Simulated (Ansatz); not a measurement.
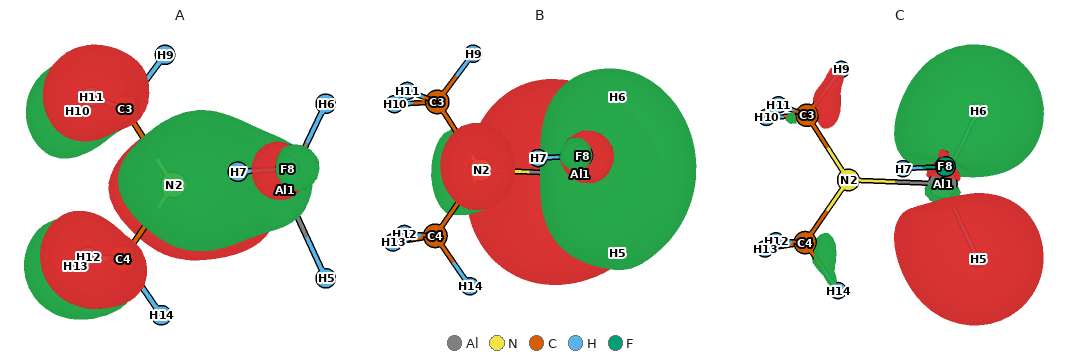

Figure 1: C2H8AlN···HF. Three frontier orbitals at ±0.08 Å⁻³ᐟ² (green and red are the two phases), in no order.

Not at a stationary point (largest force 1.3 eV/Å).

Computed with RKS B3LYP/def2-SVP (Ansatz).

```yaml
atoms:
  - { symbol: Al, position_ang: [0.0245, -0.6002, 1.7400] }
  - { symbol: N, position_ang: [-0.2567, 0.0141, -0.0138] }
  - { symbol: C, position_ang: [-0.5588, -0.8896, -1.1135] }
  - { symbol: C, position_ang: [-0.5273, 1.4079, -0.3325] }
  - { symbol: H, position_ang: [0.1373, 0.4987, 2.8628] }
  - { symbol: H, position_ang: [0.0834, -2.1649, 1.9189] }
  - { symbol: H, position_ang: [2.0531, -0.0267, -0.0071] }
  - { symbol: F, position_ang: [2.8030, -0.2104, 0.4862] }
  - { symbol: H, position_ang: [-0.3886, -1.9378, -0.8186] }
  - { symbol: H, position_ang: [-1.6164, -0.8008, -1.4420] }
  - { symbol: H, position_ang: [0.0645, -0.6859, -2.0074] }
  - { symbol: H, position_ang: [0.0875, 1.7709, -1.1810] }
  - { symbol: H, position_ang: [-1.5874, 1.5679, -0.6248] }
  - { symbol: H, position_ang: [-0.3180, 2.0568, 0.5328] }
```

**Which picture is the HOMO−1, the HOMO and the LUMO?**

C is the HOMO−1 (−8.38 eV). It lies mainly on Al1 (about 35 %), H6 (about 30 %) and H5 (about 30 %). A is the HOMO (−6.40 eV). By Hirshfeld shares it lies mainly on N2 (about 50 %), Al1 (about 10 %), C3 (about 10 %) and C4 (about 10 %). B is the LUMO (−0.99 eV). It lies mainly on Al1 (about 70 %) and N2 (about 10 %).

**What is the HOMO–LUMO gap?**

5.41 eV between the orbital energies.
